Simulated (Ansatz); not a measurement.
# CH4ClFGe: what the fields show

```xyz
8

C    -3.3456    0.3849   -0.1996
Cl   -0.9827   -1.7838   -1.1886
F    -0.4480    1.1337   -0.1176
Ge   -1.5389   -0.2080    0.1987
H    -3.3962    0.6999   -1.2590
H    -3.6134    1.2385    0.4529
H    -4.0569   -0.4465   -0.0320
H    -1.2279   -0.6926    1.6347
```

Geometry: PBE-D3(BJ)/def2-SVP.

Theory: isolated molecule in a Gaussian basis; Kohn-Sham density functional theory, functional PBE0 (Ansatz 0.2.0).

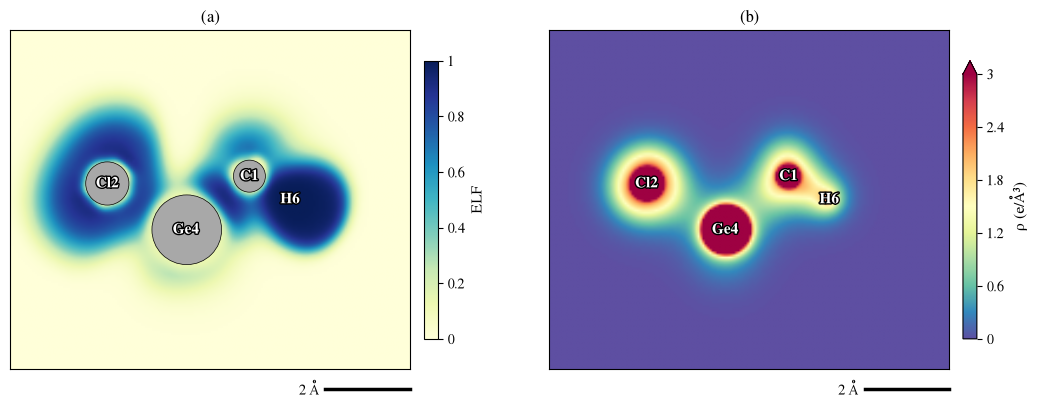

Figure 1. (a) electron localisation function; (b) total electron density on the plane of atoms Ge4, C1 and H6. Grey discs cover the atomic cores in the ELF map.

**What does the map show?**

The section cuts through C, Cl, Ge and H sites. C–Ge (1.94 Å): the density is about 0.91 e/Å³ at the midpoint; the ELF peaks at about 0.90 between the atoms (a shared electron pair). Ge–Cl (2.17 Å): ρ is about 0.76 e/Å³ halfway; the ELF peaks at about 0.85 in the valence shell of Cl, 0.9 Å from its nucleus, and is about 0.70 at the midpoint. C–H (1.11 Å): ρ at the midpoint is about 1.9 e/Å³; the ELF climbs to about 1 towards the hydrogen, as it does in any bond to H; an ordinary covalent bond to hydrogen. The ELF also peaks beside Cl2, away from the bonds: lone-pair regions.

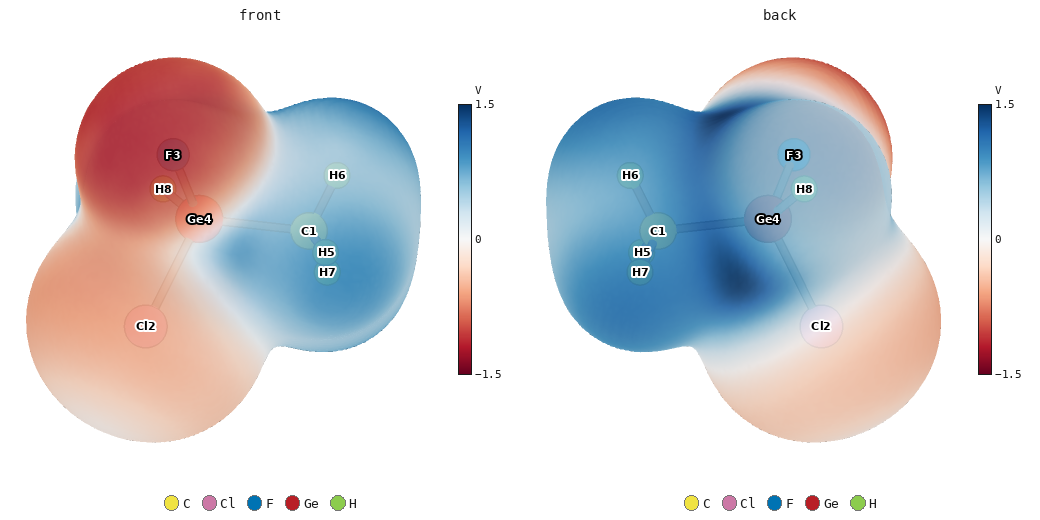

Figure 2. The electrostatic potential painted on the density surface at 0.001 e/bohr³, seen from the front and from behind; the colour scale runs from red (negative) to blue (positive).

**Which sites attract a positive test charge, and which a negative one?**

A positive charge is drawn to the negative regions and a negative charge to the positive ones. The most negative region (about −1.1 V) lies over F3, the most positive (about +1.4 V) over Ge4.

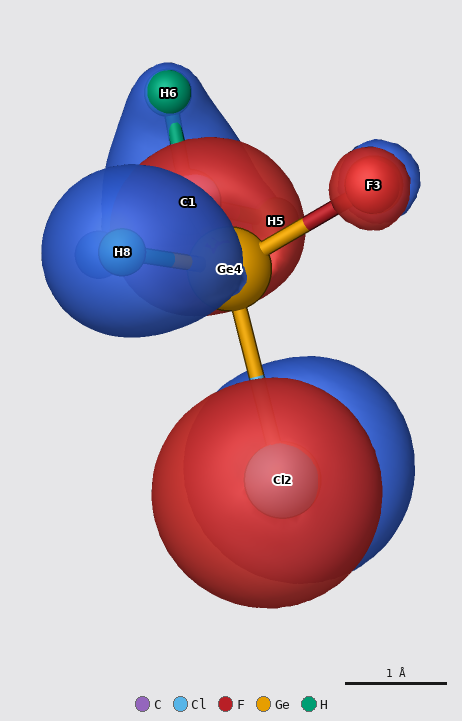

Figure 3. The HOMO at ±0.1 Å⁻³ᐟ² (blue and red are the two phases), seen at an oblique angle.

**What is the character of this orbital?**

It lies mainly on Cl2 (about 60 %), C1 (about 15 %), Ge4 (about 10 %) and H8 (about 10 %). Its energy is −8.94 eV.
